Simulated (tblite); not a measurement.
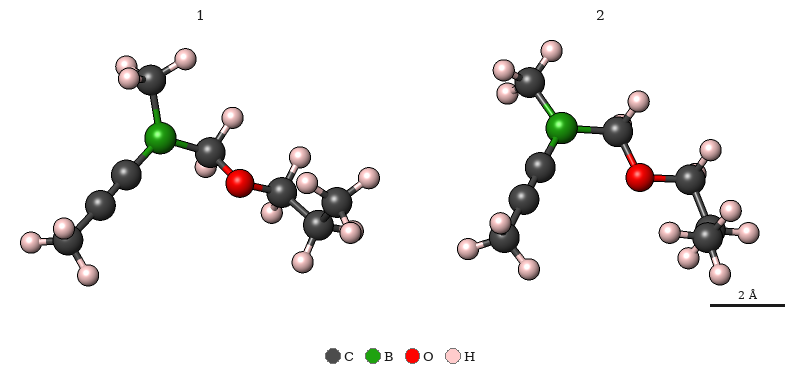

Two geometries of C8H15BO, drawn at one scale. One is the start of a relaxation, the other its converged end. Style: ball-and-stick. Shown at a tilt.

Computed with tblite, GFN2-xTB geometry optimisation, gas phase. 

Q: Which geometry has the lower energy?

A: Structure 2 is the relaxed one. After 230 geometry steps the energy has fallen by 0.726 eV. The largest move after the best rigid fit is that of an H atom, 1.69 Å. Largest moves by element: H 1.69 Å, C 1.24 Å, O 0.33 Å, B 0.28 Å. Some distances before and after: B–C 1.616 → 1.579 Å, C–H 1.127 → 1.092 Å, B–C 1.531 → 1.497 Å, C–C 1.504 → 1.525 Å. Among the angles between lasting bonds that change: C–O–C 104.9° → 113.6°, B–C–H 104.9° → 112.7°, H–C–H 114.0° → 107.0°. Groups turn about B–C by about 60°, C–C by about 20°.
